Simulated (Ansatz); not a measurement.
# GaHClO (SMILES [O][GaH][Cl]) at UHF/def2-SVPD

What is the vertical electron affinity of GaHClO at UHF/def2-SVPD? 

Program for the calculation: Ansatz 0.2.0.

70 further runs of the same task are left out: 1 that didn't finish, 69 set aside as unsound or not needed. Runs told in other sessions of the task aren't counted.

### Step 1. The molecule

GaHClO has 4 atoms, charge 0, and is taken as a doublet. As SMILES, `[O][GaH][Cl]`. The coordinates come from a PBE0-D4/def2-TZVP relaxation.

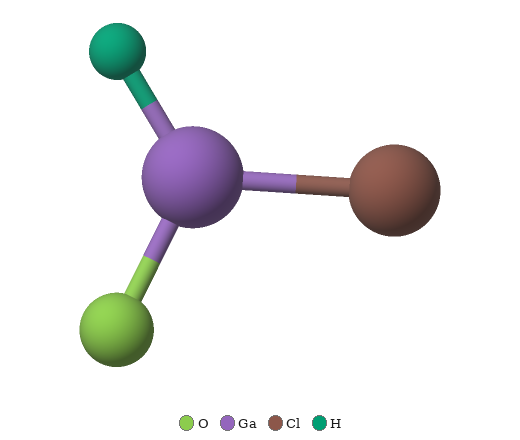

Viewed from a chosen angle; oxygen green, gallium purple, chlorine brown, hydrogen teal.

### Step 2. A single-point energy at UHF/def2-SVPD

Input file job.yaml:

```yaml
crystal:
  periodic: [false, false, false]
  atoms:
    - {symbol: O, position_ang: [-1.739800, -0.117700, -0.212200]}
    - {symbol: Ga, position_ang: [0.030900, 0.144300, -0.061200]}
    - {symbol: Cl, position_ang: [1.050700, -1.557300, 0.708800]}
    - {symbol: H, position_ang: [0.713700, 1.470500, -0.455700]}
basis:
  gaussian:
    orbitals: def2-SVPD
magnetization:
  spin_polarized: true
  initial_magnetization: 1
output: {orbitals: {seedname: orbitals}}
accuracy: high
hamiltonian:
  xc: hf
```

Started as:

```console
$ ansatz run job.yaml --threads 1 --pin off --max-ram 3480MiB --events-out events.jsonl --progress --plain --runs-dir runs
```

What it wrote:

```text
Warning: RAYON_NUM_THREADS=1 ignored (pool sized by the plan → 1); use --threads N
Functional definition: HF
  name "HF"
  exchange = exact_x
  correlation = 0
1788 factors; integrals over basis functions are off by at most 4.1e-9 eV
mean field evaluation 1: about -66868.3503 eV, gradient 3.7e1 eV
mean field evaluation 2: about -66868.3840 eV, gradient 3.7e1 eV
mean field evaluation 4: about -66877.9075 eV, gradient 9.3e0 eV
mean field evaluation 8: about -66879.5056 eV, gradient 1.2e0 eV
mean field evaluation 16: about -66879.6618 eV, gradient 3.1e-3 eV
mean field evaluation 32: about -66879.5396 eV, gradient 3.1e-1 eV
mean field evaluation 64: about -66871.0782 eV, gradient 3.2e1 eV
mean field evaluation 96: about -66879.6571 eV, gradient 2.3e-1 eV
mean field evaluation 128: about -66879.3610 eV, gradient 5.9e-1 eV
mean field evaluation 160: about -66871.8049 eV, gradient 6.6e0 eV
mean field evaluation 192: about -66873.8274 eV, gradient 2.0e0 eV
mean field -66879.66176183 eV, -2457.7822370844 hartree, gradient 2.7e-8 eV, S^2 0.759593; 4 other end points of the search recorded, 0 dependent functions left out
reference -66879.66176183 eV, -2457.7822370844 hartree; 29, 28 occupied and 67, 68 virtual orbitals, 1788 factors
Total energy: -66879.66176183 eV, -2457.7822370844 hartree
```

Wall time 16 s (1 thread of Arm Neoverse V2, shared host); peak memory 0.52 GiB.

### Step 3. The singlet anion

Input file in.yaml:

```yaml
crystal:
  periodic: [false, false, false]
  atoms:
    - {symbol: O, position_ang: [-1.739800, -0.117700, -0.212200]}
    - {symbol: Ga, position_ang: [0.030900, 0.144300, -0.061200]}
    - {symbol: Cl, position_ang: [1.050700, -1.557300, 0.708800]}
    - {symbol: H, position_ang: [0.713700, 1.470500, -0.455700]}
basis:
  gaussian: {orbitals: def2-SVPD}
total_charge: -1
hamiltonian: {xc: hf}
accuracy: high
output: {orbitals: {seedname: orbitals}}
```

Started as:

```console
$ ansatz run in.yaml --threads 1 --pin off --max-ram 3480MiB --events-out events.jsonl --progress --plain --runs-dir runs
```

What it wrote:

```text
Warning: RAYON_NUM_THREADS=1 ignored (pool sized by the plan → 1); use --threads N
Functional definition: HF
  name "HF"
  exchange = exact_x
  correlation = 0
1790 factors; integrals over basis functions are off by at most 3.9e-9 eV
mean field evaluation 1: about -66877.1739 eV, gradient 3.4e1 eV
mean field evaluation 2: about -66877.2218 eV, gradient 3.4e1 eV
mean field evaluation 4: about -66880.1998 eV, gradient 3.0e0 eV
mean field evaluation 8: about -66880.2410 eV, gradient 1.6e-1 eV
mean field evaluation 16: about -66880.2413 eV, gradient 2.4e-8 eV
mean field -66880.24133038 eV, -2457.8035358357 hartree, gradient 2.4e-8 eV, S^2 0.000000; 0 other end points of the search recorded, 0 dependent functions left out
reference -66880.24133038 eV, -2457.8035358357 hartree; 29, 29 occupied and 67, 67 virtual orbitals, 1790 factors
Total energy: -66880.24133038 eV, -2457.8035358357 hartree
```

Wall time 2.8 s (1 thread of Arm Neoverse V2, shared host); peak memory 0.27 GiB.

### Step 4. What came out

At UHF/def2-SVPD:

| quantity | value |
| --- | --- |
| doublet GaHClO: total energy | -2457.78224 Eh |
| doublet GaHClO: HOMO energy (highest over α and β) | -12.56 eV |
| doublet GaHClO: LUMO energy (lowest over α and β) | 1.27 eV |
| doublet GaHClO: ⟨S²⟩ | 0.760 |
| singlet anion: total energy | -2457.80354 Eh |
| singlet anion: HOMO energy | -4.22 eV |
| singlet anion: LUMO energy | 5.01 eV |
| singlet anion: HOMO–LUMO gap (to an unbound level, set by the basis) | 9.22 eV |
| vertical electron affinity (to the singlet anion) | 0.580 eV |

At fixed nuclei the extra electron is bound by 0.58 eV (55.9 kJ/mol).
